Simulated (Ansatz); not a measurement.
Al₄NiPd₃

Input

```
crystal:
  lattice:
    - [-3.0373203167, 3.0373203167, 3.0373203167]
    - [3.0373203167, -3.0373203167, 3.0373203167]
    - [3.0373203167, 3.0373203167, -3.0373203167]
  atoms:
    - { symbol: Al, position: [0.5, 0.5, 0.5] }
    - { symbol: Al, position: [0.0, 0.5, 0.0] }
    - { symbol: Al, position: [0.5, 0.0, 0.0] }
    - { symbol: Al, position: [0.0, 0.0, 0.5] }
    - { symbol: Ni, position: [0.0, 0.0, 0.0] }
    - { symbol: Pd, position: [0.5, 0.0, 0.5] }
    - { symbol: Pd, position: [0.0, 0.5, 0.5] }
    - { symbol: Pd, position: [0.5, 0.5, 0.0] }
basis:
  ecutwfc: 420
kpoints:
  mp_grid: { grid: [10, 10, 10] }
  band_path:
    path:
      - [[0.0, 0.0, 0.0], [0.5, -0.5, 0.5], [0.0, 0.0, 0.5], [0.0, 0.0, 0.0], [0.25, 0.25, 0.25], [0.5, -0.5, 0.5]]
      - [[0.25, 0.25, 0.25], [0.0, 0.0, 0.5]]
    npoints: 14
hamiltonian:
  xc: pbe
scf:
  occupations: { method: gaussian, width: 0.1 }
  n_extra_bands: 20
output:
  forces: true
  stress: true
  eigenvalues: true
  populations: true
  dos: { projected: true, de: 0.02, nscf_kmesh: { grid: [12, 12, 12] } }
  bader: true
  write_density: true
  write_potential: true
  elf: true
  volumetric_format: npy
```

Command:

```sh
ansatz run input.yaml --threads 1 --pin off --max-ram 2560MiB --backend cpu --events-out ev --progress --plain --runs-dir out
```

Below, planes, directions and counts refer to the conventional cell (a = 6.07 Å, b = 6.07 Å, c = 6.07 Å, α = 90.00°, β = 90.00°, γ = 90.00°).

Space group Im-3m; a structure generated by program, which may or may not match a known phase; computed without spin polarisation.

All numbers below come from DFT PBE, scalar-relativistic, plane waves, PAW in Ansatz 0.2.0.

Question: Predict the valence pseudo-density and electron localisation function between the atoms.

Answer: Al–Ni (2.63 Å): ρ is about 0.25 e/Å³ halfway; the ELF is about 0.40 at the midpoint.
Al–Pd (2.63 Å): ρ is about 0.31 e/Å³ halfway; the ELF is about 0.35 at the midpoint: no shared electron pair shows on this line.
Bader's partition of the density gives Al +1.65, Ni −1.10 and Pd −1.83 e.

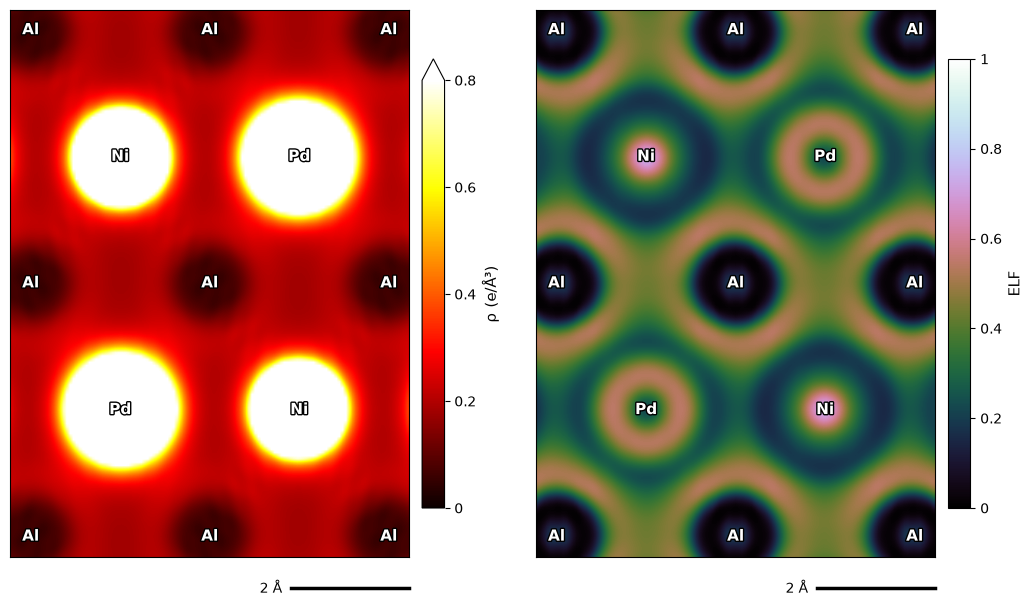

Computed valence pseudo-density and electron localisation function on the (011) plane of the conventional cell, in this order. 

Core electrons are frozen (PAW), and the valence fields are smoothed inside the atomic spheres.
